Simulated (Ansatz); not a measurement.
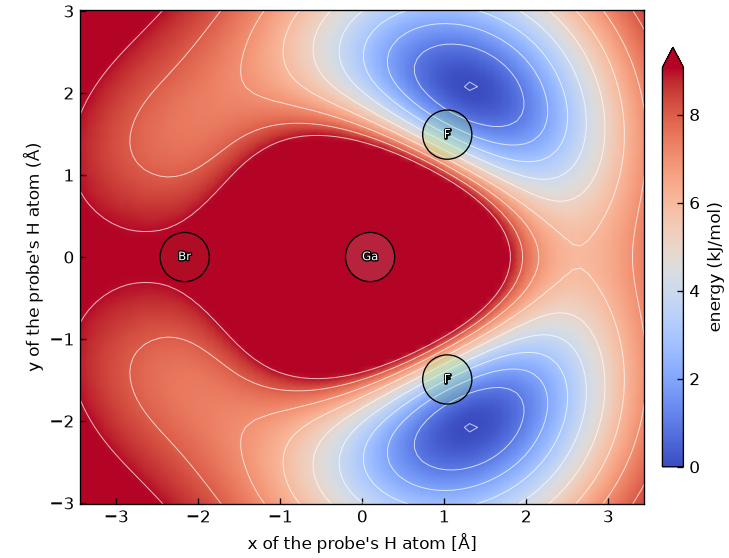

Energy landscape of BrF₂Ga (SMILES [F][Ga]([F])[Br]) with the probe H2O. The probe is moved over a plane parallel to the molecule's main plane, 2.50 Å above it. First axis: x of the probe's H atom. Second axis: y of the probe's H atom. Nothing is relaxed (molecule and probe rigid, the probe upright with H nearest the plane). The grid has 17 × 15 points; 136 points were computed and 119 follow by symmetry. Points are written as (first, second). Energies: kJ/mol, counted from the lowest grid point. Method: RKS PBE-D4/def2-SVPD (Ansatz 0.2.0).

The picture shows a smooth colour map with a few white contour lines, labelled circles for the molecule's atoms, projected on the plane, one colour for all values above the top of the scale. Between grid points the surface is interpolated. 

Question: Describe this landscape.

Answer: The lowest grid point is at (1.29 Å, −2.15 Å); the map holds 2 wells of about this depth. No other kind of well shows on this grid. The highest grid point, (0.00 Å, 0.00 Å), lies 22.6 kJ/mol above the lowest. On the interpolated surface the easiest way out of the lowest well to a well of about the same depth near (1.29 Å, 2.15 Å) passes a barrier of about 6.1 kJ/mol. Near the minimum the curvatures are about 0.044 and 0.13 eV/Å² along the soft and the stiff direction.

The values on the grid:

```csv
"y of the probe's H atom ↓, x of the probe's H atom →",−3.01,−2.15,−1.29,−0.43,0.43,1.29,2.15,3.01
3.01,9.7,8.6,7.2,5.1,3.2,2.9,4.6,7.2
2.58,9.2,8.1,6.7,4.5,1.8,1.0,3.1,6.4
2.15,8.7,7.7,6.8,5.0,1.8,0.0,1.9,5.6
1.72,8.3,7.5,7.5,7.1,4.0,0.7,1.6,5.3
1.29,8.2,7.6,8.9,10.7,8.5,3.7,2.6,5.3
0.86,8.5,8.3,10.6,15.1,14.6,8.2,4.4,5.7
0.43,9.0,9.1,12.1,18.7,19.9,12.2,6.3,6.2
0.00,9.2,9.4,12.6,20.1,22.0,13.9,7.0,6.4
−0.43,9.0,9.1,12.1,18.7,19.9,12.2,6.3,6.2
−0.86,8.5,8.3,10.6,15.1,14.6,8.2,4.4,5.7
−1.29,8.2,7.6,8.9,10.7,8.5,3.7,2.6,5.3
−1.72,8.3,7.5,7.5,7.1,4.0,0.7,1.6,5.3
−2.15,8.7,7.7,6.8,5.0,1.8,0.0,1.9,5.6
−2.58,9.2,8.1,6.7,4.5,1.8,1.0,3.1,6.4
−3.01,9.7,8.6,7.2,5.1,3.2,2.9,4.6,7.2
```

The table holds every second grid line.

The input of one point:

```yaml
crystal:
  periodic: [false, false, false]
  atoms:
    - { symbol: F, position_ang: [1.035827, -1.492962, -1.5e-05] }
    - { symbol: Ga, position_ang: [0.094856, 4.0e-06, 4.3e-05] }
    - { symbol: F, position_ang: [1.035871, 1.492939, -1.5e-05] }
    - { symbol: Br, position_ang: [-2.166554, 1.9e-05, -1.3e-05] }
    - { symbol: H, position_ang: [1.29, -2.15, 2.5] }
    - { symbol: O, position_ang: [1.29, -2.15, 3.472107] }
    - { symbol: H, position_ang: [2.23142, -2.15, 3.71445] }
basis:
  gaussian: { orbitals: def2-SVPD }
hamiltonian:
  xc: pbe
  dispersion: d4
output:
  forces: true
```

Each point was launched as `ansatz run input.yaml --threads 1 --pin off --max-ram 2560MiB --backend cpu --events-out ev --progress --plain --runs-dir out`. Time for the 136 points that were run: 29 min on 1 thread of Arm Neoverse N1 (shared host).
